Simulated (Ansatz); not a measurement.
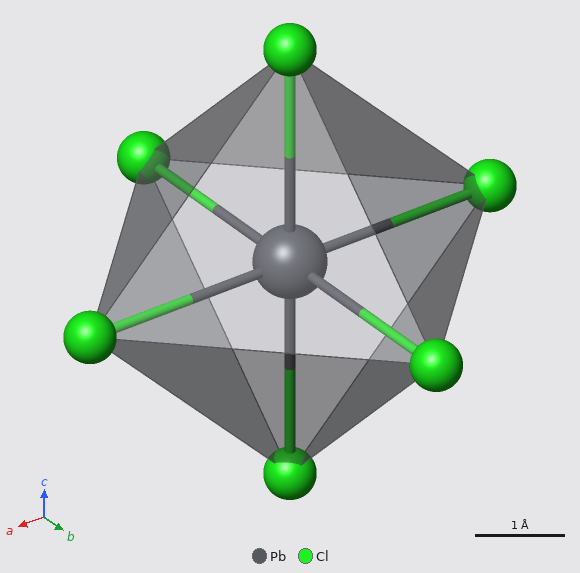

Coordination of Pb in CsPbCl3 (Pm-3m). The shape measure S (0 to 100) is the computed least-squares distance from an ideal polyhedron; S = 0 means ideal. Origin: a calculation's input that goes back to an entry of the Crystallography Open Database (an earlier step may have relaxed or displaced it).

> What geometry does the central atom have?

PbCl6: an essentially ideal octahedron (coordination number 6, S = 0.00; next best trigonal prism, S = 16.7).

> Does the central atom sit at the centroid of its ligands?

Yes, to within 0.01 Å; the site symmetry is m-3m.

> How long are the bonds?

6 × Pb–Cl 2.80 Å. The next neighbour, not counted, lies at 4.85 Å.
